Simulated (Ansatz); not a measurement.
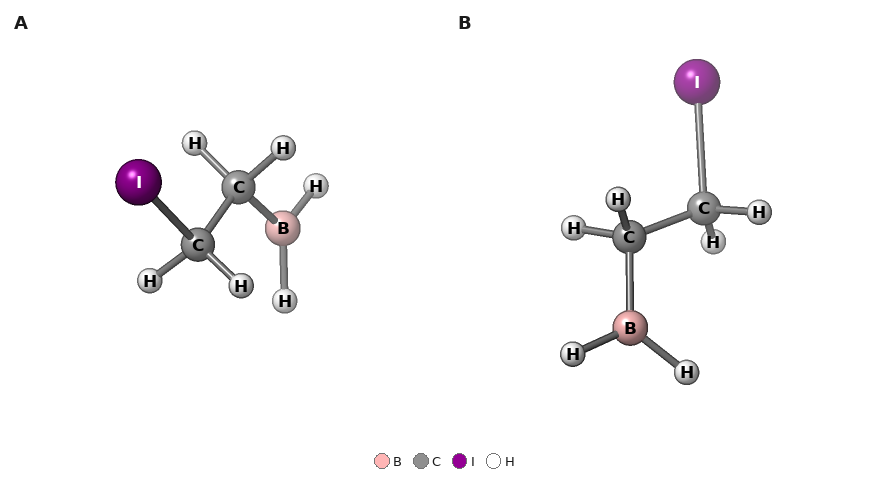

Distant atoms are faded towards the background colour. Computed geometry: PBE0-D4/def2-TZVP optimisation. No frequency run is at hand to confirm it as a minimum.

Q: Are A and B the same structure? If not, how do they differ?

A: Yes. They are the same structure, C2H6BI (BCCI), seen from two directions. With point group Cs it is achiral, so its mirror image would be the same too.
